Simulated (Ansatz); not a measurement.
Take Al in the fcc (Cu type) structure (space group Fm-3m, No. 225; a = 4.0155 Å; relaxed with 0.1 eV smearing) as the base. Axes: x, y, z lie along the cube axes.

Structures relaxed with PBEsol in Ansatz (plane waves to 420 eV, PAW, spin-orbit coupling left out).

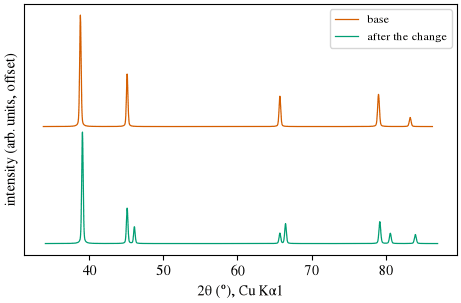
Figure. Simulated powder patterns before (top) and after one change

### Question
Which change produced these results?
A. uniaxial strain ε_zz = −3.00 %
B. uniaxial strain ε_zz = +1.50 %
C. uniaxial strain ε_zz = −2.00 %
D. uniaxial strain ε_zz = −1.50 %

### Answer
C, uniaxial strain ε_zz = −2.00 %. Its volume per atom is 15.86 Å³ against 16.19 Å³, and its space group is I4/mmm (No. 139).

No phonon test of stability was made.

Ansatz is a first-principles code.
